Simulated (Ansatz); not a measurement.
## Electronic structure of Cl2H2O2Si in real space

Input

```
crystal:
  periodic: [false, false, false]
  atoms:
    - {symbol: Si, position_ang: [0.434727, 0.064500, 0.656813]}
    - {symbol: O, position_ang: [-0.331694, 0.015331, -1.090286]}
    - {symbol: O, position_ang: [1.439356, -1.062765, 0.497028]}
    - {symbol: H, position_ang: [0.127148, -0.777644, -1.422142]}
    - {symbol: Cl, position_ang: [0.935106, 2.027519, 0.774589]}
    - {symbol: Cl, position_ang: [-1.316657, -0.138813, 1.703360]}
    - {symbol: H, position_ang: [-1.287984, -0.128031, -1.119462]}
basis:
  gaussian: {orbitals: def2-TZVPP}
hamiltonian: {xc: pbe0, dispersion: d4}
output: {orbitals: {seedname: orbitals}}
```

Run with:

```sh
ansatz run in.yaml --threads 4 --pin off --events-out ev --progress --plain --max-ram 9574MiB
```

The product side of a reaction path; geometry: PBE0-D4/def2-TZVP.

The calculation used Ansatz 0.2.0, RKS PBE0-D4/def2-TZVPP.

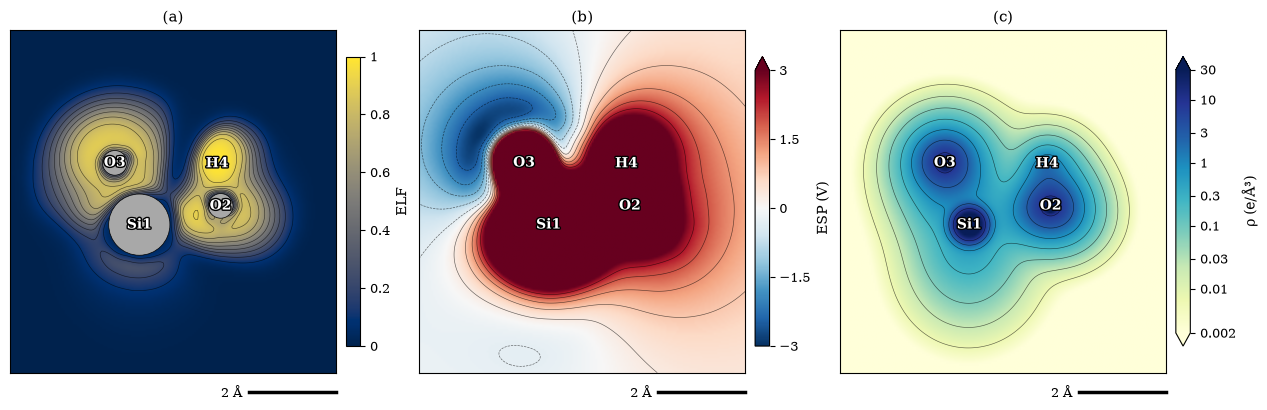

Figure 1. (a) ELF; (b) molecular electrostatic potential; (c) electron density on the plane of atoms O2, Si1 and O3. Grey discs cover the atomic cores in the ELF map.

### Describe what can be read from this map.

- The section cuts through Si, O and H sites.
- Si–O (1.52 Å): the density is about 1.6 e/Å³ at the midpoint; the ELF peaks at about 0.80 between the atoms, as expected for a short, strongly polar bond.
- O–H (0.97 Å): ρ is about 3.8 e/Å³ halfway; the ELF climbs to about 1 towards the hydrogen, as it does in any bond to H: an ordinary covalent bond to hydrogen.
- The ELF also peaks beside O3, away from the bonds: lone-pair regions.
- Outside the dense part of the molecule the potential is most negative (−3.0 V) near O3.

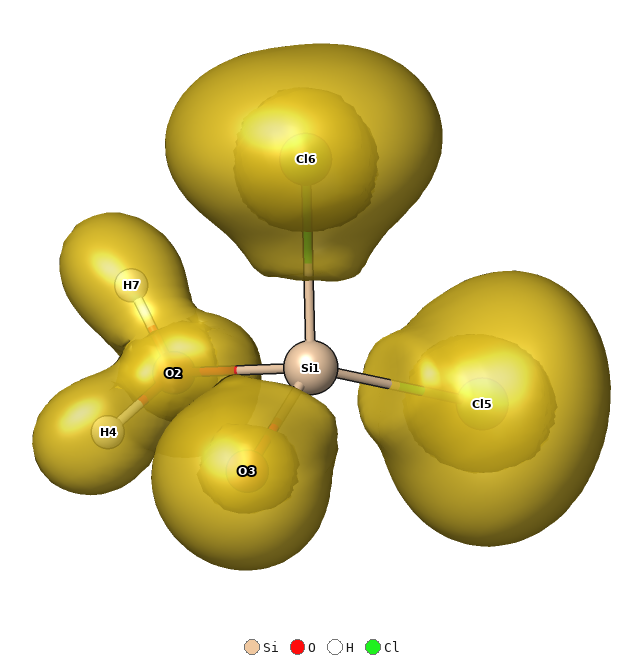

Figure 2. Isosurface of the ELF at 0.75 (yellow), seen at a tilt. Only the valence region is drawn (cores and ρ < 0.01 e/Å³ removed).

### Describe the localisation domains.

At this value the surface marks out two regions on Cl in which the atom's valence shell and bonds are merged, one region wrapped around O (its lone pairs, merged into a ring or cap) and one joined region spread over several atoms (H, O), in which their bonds and any lone pairs are merged. Along the contacts the grid gives the following. Si–Cl (2.03 Å): the ELF peaks at about 0.90 between the atoms (a shared but strongly polarised pair).

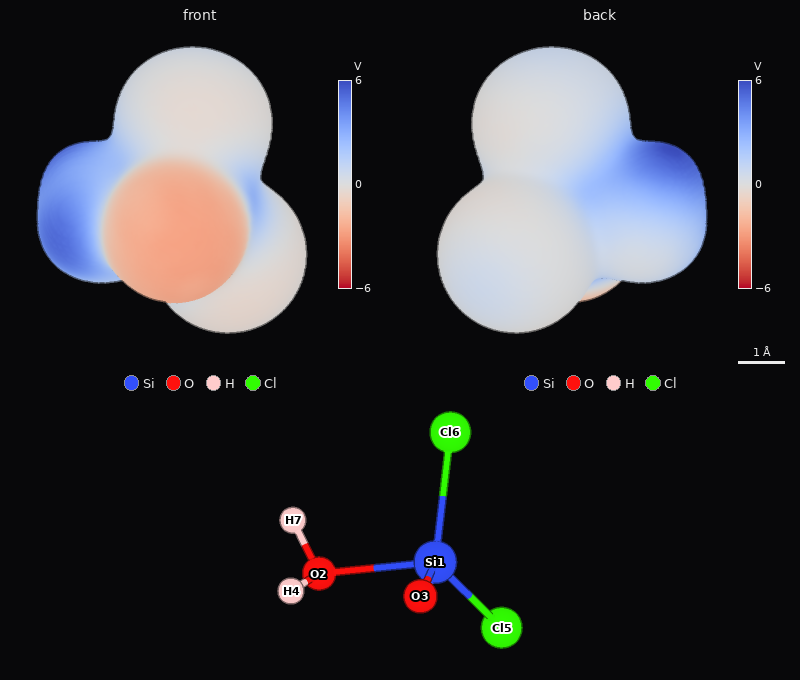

Figure 3. The electrostatic potential painted on the density surface at 0.004 e/bohr³, seen from the front and from behind; red is negative and blue positive. The bare structure is drawn below in the same view.

### Describe the electrostatic potential map.

The most negative region (about −2.7 V) lies over O3, the most positive (about +5.7 V) over H7. Cl5 shows a σ-hole: about +0.6 V at the tip opposite its bond, against about −0.1 V on its flanks. Cl6 shows a σ-hole: about +0.7 V at the tip opposite its bond, against about +0.2 V on its flanks. O3 is the likeliest acceptor of a hydrogen bond.
